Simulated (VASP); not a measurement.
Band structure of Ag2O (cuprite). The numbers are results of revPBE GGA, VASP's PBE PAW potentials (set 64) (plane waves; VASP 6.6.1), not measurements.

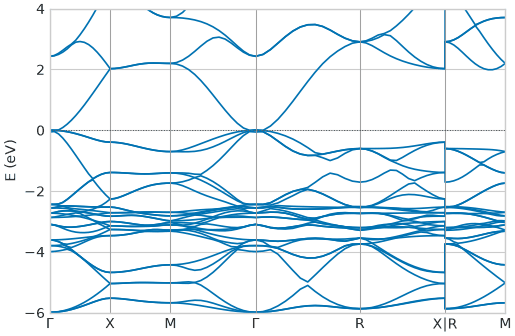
Figure. Bands along high-symmetry lines, zero at the valence-band maximum or, without a gap, the Fermi level

**Question.** Read the plot: is there a gap, and where are the band edges?

**Answer.** It has no gap at this level: it comes out as a metal or semimetal. (Edges off the drawn lines would not show.)

The compound is Ag2O in the cuprite structure. It was relaxed first, which changed the volume by +9 %.
